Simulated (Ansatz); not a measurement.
# NH3 (ammonia): levels of theory compared

We compute a comparison of 6 runs (UHF/3-21G, CAM-B3LYP/6-31G, r2SCAN/6-31G, CCSD/6-31G, UCCSD(T)/3-21G, FCI/6-31G) of NH3 (ammonia). 

Program for the calculation: Ansatz 0.2.0.

68 further runs of the same task are left out: 68 set aside as unsound or not needed.

## (1) The molecule

NH3 has 4 atoms, charge 0, and is taken as a singlet. SMILES: `N`. The H2–N1 distance was set to 2.531 Å, away from the relaxed value. At this shape a bond of the SMILES string is far longer than usual.

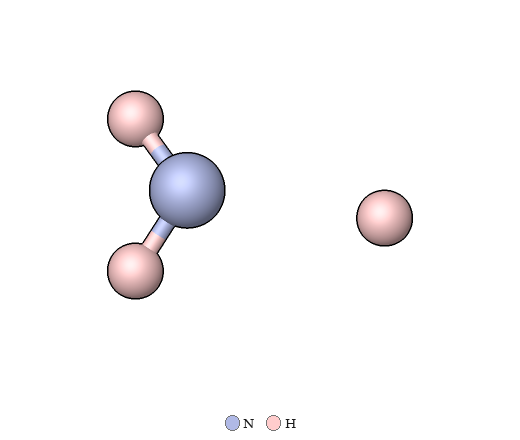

Viewed from a chosen angle; nitrogen light blue, hydrogen pink.

## (2) The energy at UHF/3-21G (run 1)

molecule.yaml

```yaml
basis:
  gaussian: {orbitals: 3-21G.json}
crystal:
  periodic: [false, false, false]
  atoms:
    - {symbol: N, position_ang: [-0.908271, 1.057756, -0.859892]}
    - {symbol: H, position_ang: [0.491930, -0.300470, 0.753380]}
    - {symbol: H, position_ang: [-1.732071, 0.514306, -1.086302]}
    - {symbol: H, position_ang: [-0.371921, 1.173176, -1.711042]}
magnetization: {spin_polarized: true, initial_magnetization: 0}
hamiltonian: {xc: hf}
accuracy: high
```

The basis set 3-21G is read from a file made from the Basis Set Exchange's data (not shown).

Run with:

```bash
$ ansatz run molecule.yaml --threads 1 --pin off --max-ram 2610MiB --events-out events.jsonl --progress --plain --runs-dir runs
```

What it wrote:

```text
Warning: RAYON_NUM_THREADS=1 ignored (pool sized by the plan → 1); use --threads N
Functional definition: HF
  name "HF"
  exchange = exact_x
  correlation = 0
284 factors; integrals over basis functions are off by at most 5.0e-9 eV
mean field evaluation 1: about -1507.0217 eV, gradient 2.6e1 eV
mean field evaluation 2: about -1507.0198 eV, gradient 2.6e1 eV
mean field evaluation 4: about -1512.6140 eV, gradient 5.2e0 eV
mean field evaluation 8: about -1512.7610 eV, gradient 2.1e-1 eV
mean field evaluation 16: about -1512.7628 eV, gradient 2.4e-8 eV
mean field evaluation 32: about -1516.8215 eV, gradient 6.6e-4 eV
mean field evaluation 64: about -1514.9251 eV, gradient 6.6e-1 eV
mean field evaluation 96: about -1512.7628 eV, gradient 2.9e-7 eV
mean field -1516.82149471 eV, -55.7421617919 hartree, gradient 4.2e-8 eV, S^2 0.985805; 5 other end points of the search recorded, 0 dependent functions left out
reference -1516.82149471 eV, -55.7421617919 hartree; 5, 5 occupied and 10, 10 virtual orbitals, 284 factors
Total energy: -1516.82149471 eV, -55.7421617919 hartree
```

Wall time 0.06 s (1 thread of AMD EPYC 9R45 (Zen 5), shared host).

## (3) The energy at CAM-B3LYP/6-31G (run 2)

run.yaml

```yaml
crystal:
  periodic: [false, false, false]
  atoms:
    - {symbol: N, position_ang: [-0.908271, 1.057756, -0.859892]}
    - {symbol: H, position_ang: [0.491930, -0.300470, 0.753380]}
    - {symbol: H, position_ang: [-1.732071, 0.514306, -1.086302]}
    - {symbol: H, position_ang: [-0.371921, 1.173176, -1.711042]}
basis:
  gaussian:
    orbitals: 6-31G
hamiltonian:
  xc: {name: CAM-B3LYP}
accuracy: high
```

Run with:

```bash
$ ansatz run run.yaml --threads 1 --pin off --max-ram 2610MiB --events-out events.jsonl --progress --plain --runs-dir runs
```

What it wrote:

```text
Warning: RAYON_NUM_THREADS=1 ignored (pool sized by the plan → 1); use --threads N
Functional definition: CAM-B3LYP
  name "CAM-B3LYP"
  parameter alpha = 0.19
  parameter beta = 0.46
  parameter omega = 0.33/bohr
  parameter ac = 0.81
  exchange = (1 - alpha - beta)*b88_x + beta*b88_x_sr(omega) + alpha*exact_x + beta*exact_x_lr(omega)
  correlation = (1 - ac)*vwn5_c + ac*lyp_c
346 factors; integrals over basis functions are off by at most 2.9e-9 eV
150 factors; integrals over basis functions are off by at most 2.3e-9 eV
mean field evaluation 1: about -1519.5561 eV, gradient 5.8e1 eV
mean field evaluation 2: about -1502.9598 eV, gradient 8.9e1 eV
mean field evaluation 4: about -1530.2106 eV, gradient 1.5e1 eV
mean field evaluation 8: about -1531.0425 eV, gradient 2.1e-1 eV
mean field evaluation 16: about -1531.0435 eV, gradient 1.6e-5 eV
mean field -1531.04352069 eV, -56.2648116070 hartree, gradient 4.6e-8 eV, S^2 0.000000; 0 other end points of the search recorded, 0 dependent functions left out
reference -1531.04353271 eV, -56.2648120484 hartree; 5, 5 occupied and 10, 10 virtual orbitals, 346 factors
Total energy: -1531.04353271 eV, -56.2648120484 hartree
```

It took 0.26 s on 1 thread of AMD EPYC 9R45 (Zen 5), shared host.

Run 3 isn't shown in full; the table further down has it.

## (4) The energy at CCSD/6-31G (run 4)

in.yaml

```yaml
crystal:
  periodic: [false, false, false]
  atoms:
    - {symbol: "N", position_ang: [-0.908271, 1.057756, -0.859892]}
    - {symbol: H, position_ang: [0.491930, -0.300470, 0.753380]}
    - {symbol: H, position_ang: [-1.732071, 0.514306, -1.086302]}
    - {symbol: H, position_ang: [-0.371921, 1.173176, -1.711042]}
basis:
  gaussian: {orbitals: 6-31G}
correlation: {method: ccsd, frozen_orbitals: {H: 0, "N": 1}}
accuracy: high
scf: {omitted_lower_state_checks: [cluster_reference, increment]}
```

Run with:

```bash
$ ansatz run in.yaml --threads 1 --pin off --max-ram 2610MiB --events-out events.jsonl --progress --plain --runs-dir runs
```

What it wrote:

```text
Warning: RAYON_NUM_THREADS=1 ignored (pool sized by the plan → 1); use --threads N
[... 12 lines left out ...]
1 core orbitals not correlated: weight in the atoms' cores, before any rotation towards them, 1.000 or more for the frozen orbitals, at most 0.000 for the correlated occupied ones
[... 34 lines left out ...]
WARN: these amplitudes may be one of several solutions (largest doubles amplitude 0.66, level shift 6.84 eV)
Total energy: -1527.28213443 eV, -56.1265832113 hartree
Checks for a lower state left out: cluster_reference, increment
```

Wall time 0.08 s (1 thread of AMD EPYC 9R45 (Zen 5), shared host).

Run 5 isn't shown in full; the table further down has it.

## (5) The energy at FCI/6-31G (run 6)

job.yaml

```yaml
basis:
  gaussian:
    orbitals: 6-31G
crystal:
  periodic: [false, false, false]
  atoms:
    - {symbol: "N", position_ang: [-0.908271, 1.057756, -0.859892]}
    - {symbol: H, position_ang: [0.491930, -0.300470, 0.753380]}
    - {symbol: H, position_ang: [-1.732071, 0.514306, -1.086302]}
    - {symbol: H, position_ang: [-0.371921, 1.173176, -1.711042]}
accuracy: high
correlation:
  method: fci
  frozen_orbitals: {H: 0, "N": 1}
```

Run with:

```bash
$ ansatz run job.yaml --threads 1 --pin off --max-ram 2610MiB --events-out events.jsonl --progress --plain --runs-dir runs
```

What it wrote:

```text
Warning: RAYON_NUM_THREADS=1 ignored (pool sized by the plan → 1); use --threads N
[... 4 set-up lines as earlier in the session ...]
346 factors; integrals over basis functions are off by at most 2.9e-9 eV
mean field evaluation 1: about -1514.6774 eV, gradient 3.9e1 eV
mean field evaluation 2: about -1514.6763 eV, gradient 3.9e1 eV
mean field evaluation 4: about -1520.7234 eV, gradient 6.3e0 eV
mean field evaluation 8: about -1520.8715 eV, gradient 2.2e-1 eV
mean field evaluation 16: about -1517.3915 eV, gradient 2.8e0 eV
mean field -1520.87221415 eV, -55.8910229858 hartree, gradient 6.0e-8 eV, S^2 0.000000; 1 other end points of the search recorded, 0 dependent functions left out; unrestricted orbitals would lower it
unrestricted determinant -1524.69083059 eV, -56.0313545516 hartree, S^2 0.9844
1 core orbitals not correlated: weight in the atoms' cores, before any rotation towards them, 1.000 or more for the frozen orbitals, at most 0.000 for the correlated occupied ones
reference -1520.87221415 eV, -55.8910229858 hartree; 4, 4 occupied and 10, 10 virtual orbitals, 346 factors
state -1527.56397594 eV, -56.1369406957 hartree
Total energy: -1527.56397594 eV, -56.1369406957 hartree
```

Run time: 1.5 s. Hardware: 1 thread of AMD EPYC 9R45 (Zen 5), shared host; peak memory 0.16 GiB.

## (6) The series

```csv
run,level,frozen core orbitals,energy (Eh),wall time
1,UHF/3-21G,–,-55.742162,0.06 s
2,CAM-B3LYP/6-31G,–,-56.264812,0.26 s
3,r2SCAN/6-31G,–,-56.275833,0.42 s
4,CCSD/6-31G,1,-56.126583,0.08 s
5,UCCSD(T)/3-21G,1,-55.841038,0.14 s
6,FCI/6-31G,1,-56.136941,1.5 s
```

## (7) Outcome

| quantity | value |
| --- | --- |
| run 6: total energy | -56.13694 Eh |
| run 6: correlation energy (1 core orbital frozen) | -245.9 mEh |

**Reading.** Against full CI in this basis: CCSD +10.4 mEh. Totals of different functionals can't be ranked against each other. In run 4 the T1 diagnostic is large, so a single reference may not serve. In run 4 the log says that unrestricted orbitals would lower the reference, so the values rest on an unstable closed-shell determinant (other closed-shell runs at this shape may share the fault). In runs 2, 3, 4 a closed-shell determinant meets a far-stretched bond, which it describes badly. Spin contamination of the reference: run 1 ⟨S²⟩ = 0.99, run 5 ⟨S²⟩ = 0.99. Where it is this large, the reference is a mixture of spin states, and values that rest on it are in doubt. All runs together took 2.5 s, the longest 1.5 s.
